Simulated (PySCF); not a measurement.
C₃H₉FOSi₂

```csv
atom,x (Å),y (Å),z (Å)
C,2.7792,0.1652,0.5972
Si,0.9111,-0.0953,0.8817
Si,-0.1280,0.4115,-1.1383
C,-1.9675,0.8389,-0.6173
F,-2.7844,1.0391,-1.7088
C,-2.4271,-0.2833,0.1996
O,-1.8516,-0.6602,1.1959
H,3.0082,1.1920,0.3278
H,3.3459,-0.0680,1.4931
H,3.1564,-0.4707,-0.1986
H,0.7405,-1.4904,1.2948
H,0.5106,0.8092,1.9668
H,0.2548,1.5965,-1.9203
H,-0.3004,-0.6553,-2.1345
H,-1.9523,1.7720,-0.0513
H,-3.3032,-0.8248,-0.1993
```

Geometry: GFN2-xTB.

Level of theory: PySCF 2.14.0, B3LYP/def2-SVPD, SCF density, gas phase.

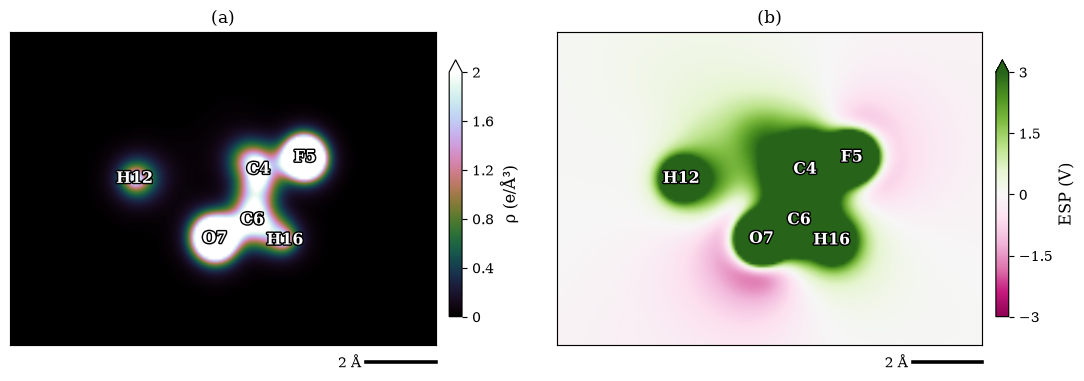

Figure 1. (a) electron density; (b) molecular electrostatic potential on the plane of atoms C4, C6 and O7.

Question: Interpret the plot.

Answer:
- The plane passes through C, F, O and H nuclei.
- C–O (1.21 Å): ρ at the midpoint is about 3.3 e/Å³.
- C–F (1.38 Å): the density is about 2.1 e/Å³ at the midpoint, with its minimum of 1.6 e/Å³ about 0.5 Å from C.
- C–C (1.46 Å): ρ is about 1.9 e/Å³ halfway.
- C–H (1.10 Å): ρ at the midpoint is about 2 e/Å³.
- Outside the dense part of the molecule the potential is most negative (−1.7 V) near O7.

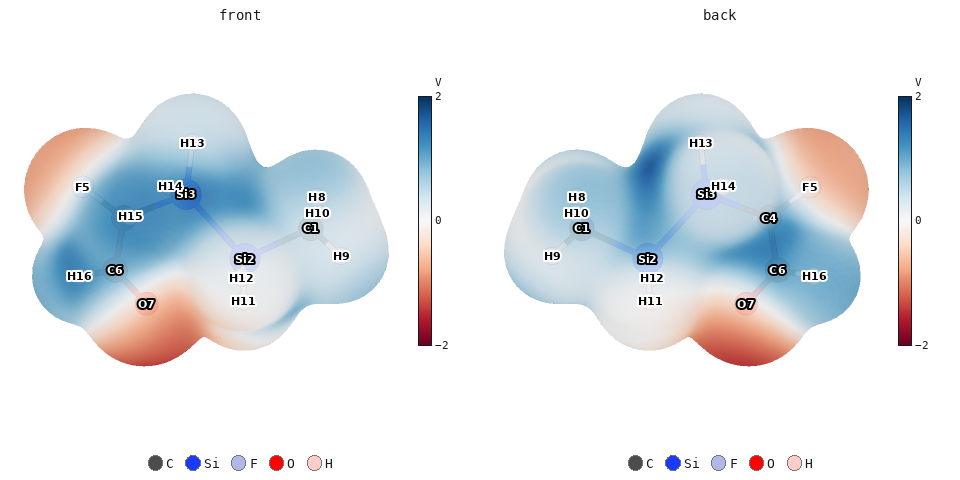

Figure 2. The electrostatic potential painted on the density surface at 0.002 e/bohr³, seen from the front and from behind; red is negative and blue positive.

Question: Describe the electrostatic potential map.

Answer: The most negative region (about −1.4 V) lies over O7, the most positive (about +1.5 V) over Si3. O7 is the likeliest acceptor of a hydrogen bond.

Question: What dipole moment does the calculation give?

Answer: Its dipole moment is 1.21 D.
